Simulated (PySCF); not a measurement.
System: C$_{6}$H$_{11}$FO.

```xyz
19

C    -2.3342   -0.5226   -0.4785
C    -1.0862   -0.1860    0.3222
C    -0.7267    1.3074    0.2845
O     0.6725    1.3571    0.5117
C     1.2498    0.2906   -0.1476
C     2.5750   -0.0860    0.4892
F     1.5239    0.6953   -1.4678
C     0.1965   -0.8332   -0.2264
H    -2.5283   -1.5920   -0.4426
H    -2.2116   -0.2269   -1.5180
H    -3.1970   -0.0005   -0.0712
H    -1.2279   -0.4879    1.3641
H    -0.9620    1.7346   -0.6989
H    -1.2051    1.9009    1.0629
H     2.4056   -0.4108    1.5110
H     3.0409   -0.8827   -0.0835
H     3.2245    0.7849    0.4939
H     0.5067   -1.6993    0.3542
H     0.0740   -1.1336   -1.2668
```

Geometry: GFN2-xTB.

The calculation used PBE0/pcSseg-1, SCF density, gas phase, non-relativistic in PySCF.

What can the converged electron density and electron localisation function tell about the bonding?

Answer. C–O (1.38 Å): the density is about 2.3 e/Å³ at the midpoint, with its minimum of 2 e/Å³ about 0.5 Å from C; the ELF peaks at about 0.90 between the atoms; a shared but strongly polarised pair.
C–C (1.54 Å): ρ at the midpoint is about 1.6 e/Å³; the ELF peaks at about 0.95 between the atoms, as expected for localised, covalent bonding.

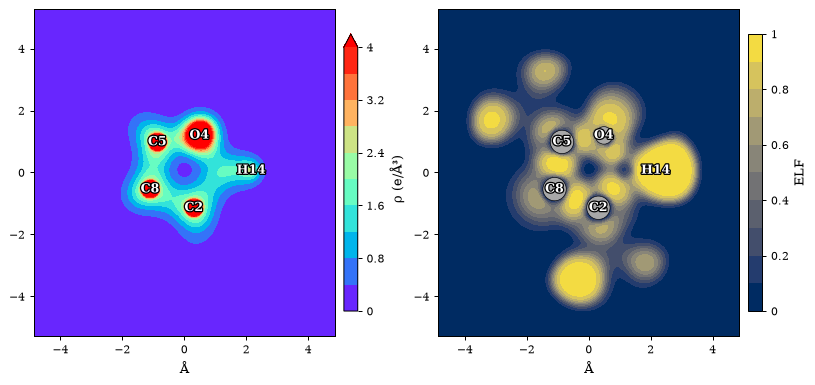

Computed electron density and electron localisation function on the plane of atoms C2, C8 and C5, in this order. Grey discs cover the atomic cores in the ELF map. 
